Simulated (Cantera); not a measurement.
Feed: 1 mol SiHCl3, a varied amount of NH3, at 1550 °C and 17.0 mbar.

These are equilibrium values from Cantera (NASA tables, ideal gas, pure condensed phases), not measurements of a reactor. Candidate condensed phases: NH4Cl, Si, Si3N4; 28 gas species. The tables' values for SiCl3, SiCl are old estimates; treat these amounts as uncertain. Gases not in the tables: Si2H6 and higher silanes. Rates play no part.

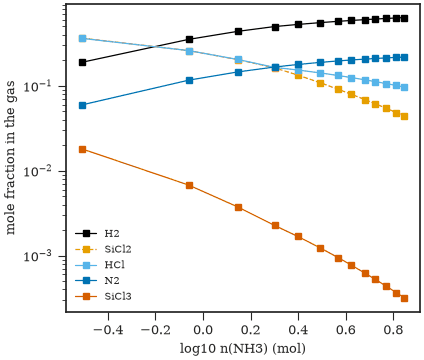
Figure. Equilibrium gas composition (values under 1e-9 drawn at 1e-9)

### Question
Read off the mole fractions at 4.8 mol NH3.

### Answer
H2 about 0.60, N2 about 0.21, HCl about 0.12, SiCl2 about 0.069, SiCl3 about 0.00062.
